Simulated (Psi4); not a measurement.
**CH5AlO2 (SMILES C[Al](O)O): CCSD/def2-SVP**

Aim: the vertical singlet–triplet gap of CH5AlO2 at CCSD/def2-SVP, from 2 runs. 

The calculation is run with Psi4 1.11.

1 further run of the same task is left out (set aside as unsound or not needed).

**1. Starting point**

The species is CH5AlO2 (9 atoms), meant as a singlet with charge 0. As SMILES, `C[Al](O)O`. The shape is that of a PBE0-D4/def2-TZVP optimisation. This is one conformer, not always the lowest.

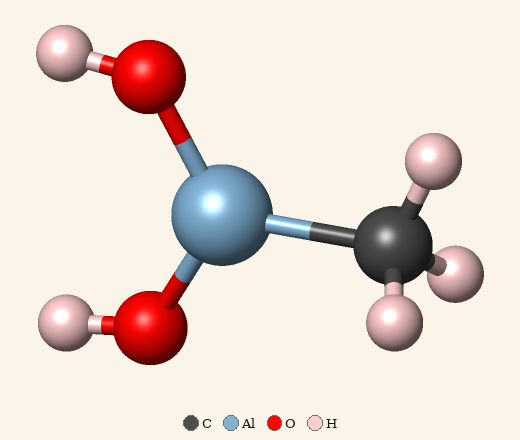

Viewed from a chosen angle; carbon dark grey, aluminium light blue, oxygen red, hydrogen pink.

**2. The energy at CCSD/def2-SVP**

The input, run.py:

```python
import psi4

psi4.set_memory('2200 MB')
psi4.set_num_threads(1)
psi4.core.set_output_file('ch5alo2.out', False)

m = psi4.geometry("""
0 1
C     -0.025110     1.109820    -1.034090
Al    -0.001290    -0.302910     0.285630
O      0.957740    -1.672870    -0.006720
O     -0.933740    -0.131550     1.694140
H     -0.226970     0.712350    -2.032300
H     -0.780650     1.863510    -0.803740
H      0.945840     1.611200    -1.084700
H      1.048330    -2.422320     0.577320
H     -0.984140    -0.767250     2.404460
units angstrom
symmetry c1
""")

psi4.set_options({
    'basis': 'def2-SVP',
    'puream': True,
    'e_convergence': 1e-09,
    'd_convergence': 1e-08,
    'scf_type': 'pk',
    'num_frozen_docc': 8,
})

energy_value, wavefunction = psi4.energy("ccsd", return_wfn=True)
print('E =', round(energy_value, 9))
```

Launch:

```bash
$ python run.py
```

ch5alo2.out:

```text
[...]
  Running in c1 symmetry.
[...]
  Nuclear repulsion =  158.332931051724813
[...]
  Multiplicity = 1
[...]
  Nalpha       = 20
  Nbeta        = 20
[...]
    Number of basis functions: 85
[...]
   @RHF iter   1:  -432.08571413157949   -1.18725e+00   8.60395e-03 DIIS/ADIIS
[...]
   @RHF iter  11:  -432.31988542444259   -1.10845e-11   8.08870e-09 DIIS
[...]
    Orbital Energies [Eh]
    ---------------------
    Doubly Occupied:
       1A    -58.438295     2A    -20.524537     3A    -20.524263
       4A    -11.192695     5A     -4.873078     6A     -3.192963
       7A     -3.191483     8A     -3.189579     9A     -1.281447
      10A     -1.270923    11A     -0.904544    12A     -0.685058
      13A     -0.664780    14A     -0.540261    15A     -0.536403
      16A     -0.534279    17A     -0.501119    18A     -0.488896
      19A     -0.483253    20A     -0.430644
[...]
  @RHF Final Energy:  -432.31988542444259
   => Energetics <=
    Nuclear Repulsion Energy =            158.3329310517248132
    One-Electron Energy =                -914.4086326945000565
    Two-Electron Energy =                 323.7558162183326544
    Total Energy =                       -432.3198854244425888
[...]
 Multipole Moments:
 ------------------------------------------------------------------------------------
     Multipole            Electronic (a.u.)      Nuclear  (a.u.)        Total (a.u.)
 ------------------------------------------------------------------------------------
 L = 1.  Multiply by 2.5417464519 to convert [e a0] to [Debye]
 Dipole X            :          0.0235270            0.0010824            0.0246095
 Dipole Y            :         -2.9532573            2.3336815           -0.6195757
 Dipole Z            :          2.7729091           -2.1954114            0.5774977
 Magnitude           :                                                    0.8473389
[...]
      * MP2 total energy                      = -432.904678349514541
[...]
      * CCSD total energy                     = -432.934655364438186
```

Standard output:

```text
E = -432.934655364
```

It took 14 s on 1 thread of Intel Xeon 6975P-C (Granite Rapids), shared host; peak memory 0.49 GiB.

**3. The triplet at the same level**

The input, ch5alo2.xyz:

```xyz
9
CH5AlO2
C     -0.025110     1.109820    -1.034090
Al    -0.001290    -0.302910     0.285630
O      0.957740    -1.672870    -0.006720
O     -0.933740    -0.131550     1.694140
H     -0.226970     0.712350    -2.032300
H     -0.780650     1.863510    -0.803740
H      0.945840     1.611200    -1.084700
H      1.048330    -2.422320     0.577320
H     -0.984140    -0.767250     2.404460
```

The input, run.py:

```python
import psi4

psi4.set_memory(2200000000)
psi4.set_num_threads(1)
psi4.core.set_output_file('psi4.out', False)

with open('ch5alo2.xyz') as f:
    atoms = ''.join(f.readlines()[2:])
mol = psi4.geometry('0 3\n' + atoms + 'symmetry c1')

psi4.set_options({
    'basis': 'def2-SVP',
    'reference': 'uhf',
    'puream': True,
    'e_convergence': 1e-09,
    'd_convergence': 1e-08,
    'scf_type': 'pk',
    'num_frozen_docc': 8,
    'maxiter': 100,
})

energy_value, wavefunction = psi4.energy("ccsd", return_wfn=True)
print(f'total energy {energy_value:.8f} hartree = {energy_value * 27.211386:.5f} eV')
```

Launch:

```bash
$ python run.py
```

psi4.out:

```text
[...]
  Running in c1 symmetry.
[...]
  Nuclear repulsion =  158.332931051724813
[...]
  Multiplicity = 3
[...]
  Nalpha       = 21
  Nbeta        = 19
[...]
    Number of basis functions: 85
[...]
   @UHF iter   1:  -431.81013256551347   -9.11666e-01   8.47008e-03 ADIIS/DIIS
[...]
   @UHF iter  21:  -432.05838679612026   -3.29692e-12   7.53602e-09 DIIS
[...]
   @S^2 Observed:                2.012075354E+00
[...]
    Orbital Energies [Eh]
    ---------------------
    Alpha Occupied:
       1A    -58.501330     2A    -20.513187     3A    -20.512283
       4A    -11.336136     5A     -4.930195     6A     -3.251530
       7A     -3.244884     8A     -3.244626     9A     -1.273640
      10A     -1.262903    11A     -1.073789    12A     -0.699418
      13A     -0.673769    14A     -0.659091    15A     -0.647567
      16A     -0.625326    17A     -0.527939    18A     -0.487124
      19A     -0.480320    20A     -0.461095    21A     -0.120021
    Alpha Virtual:
      22A      0.080529    23A      0.149326    24A      0.176183
      25A      0.191187    26A      0.195048    27A      0.230750
[...]
  @UHF Final Energy:  -432.05838679612026
   => Energetics <=
    Nuclear Repulsion Energy =            158.3329310517248132
    One-Electron Energy =                -912.7509399623372701
    Two-Electron Energy =                 322.3596221144921969
    Total Energy =                       -432.0583867961202600
  UHF NO Occupations:
  HONO-2 :   19  A 1.9974900
  HONO-1 :   20  A 1.0000000
[...]
 Multipole Moments:
 ------------------------------------------------------------------------------------
     Multipole            Electronic (a.u.)      Nuclear  (a.u.)        Total (a.u.)
 ------------------------------------------------------------------------------------
 L = 1.  Multiply by 2.5417464519 to convert [e a0] to [Debye]
 Dipole X            :         -0.2007674            0.0010824           -0.1996850
 Dipole Y            :         -1.7265329            2.3336815            0.6071486
 Dipole Z            :          1.4507990           -2.1954114           -0.7446124
 Magnitude           :                                                    0.9813007
[...]
      * MP2 total energy                      = -432.628557929348005
[...]
      * CCSD total energy                     = -432.660873883961699
```

On the terminal:

```text
total energy -432.66087388 hartree = -11773.30205 eV
```

Wall time 65 s (1 thread of Intel Xeon 6975P-C (Granite Rapids), shared host); peak memory 0.54 GiB.

**4. Outcome**

At CCSD/def2-SVP, 8 core orbitals frozen:

| quantity | value |
| --- | --- |
| singlet: total energy | -432.93466 Eh |
| singlet: HOMO energy (Hartree–Fock orbitals) | -11.72 eV |
| singlet: LUMO energy (Hartree–Fock orbitals) | 2.91 eV |
| singlet: HOMO–LUMO gap (Hartree–Fock orbitals) | 14.63 eV |
| singlet: correlation energy (8 core orbitals frozen) | -614.8 mEh |
| singlet: T1 diagnostic | 0.012 |
| triplet: total energy | -432.66087 Eh |
| triplet: HOMO energy (Hartree–Fock orbitals) (highest over α and β) | -3.27 eV |
| triplet: LUMO energy (Hartree–Fock orbitals) (lowest over α and β) | -2.49 eV |
| triplet: correlation energy (8 core orbitals frozen) | -602.5 mEh |
| triplet: ⟨S²⟩ of the reference determinant | 2.012 |
| triplet: T1 diagnostic | 0.031 |
| vertical energy of the triplet above the singlet | 7.450 eV |

In words: At this shape the triplet lies 7.45 eV (719 kJ/mol) above the singlet.
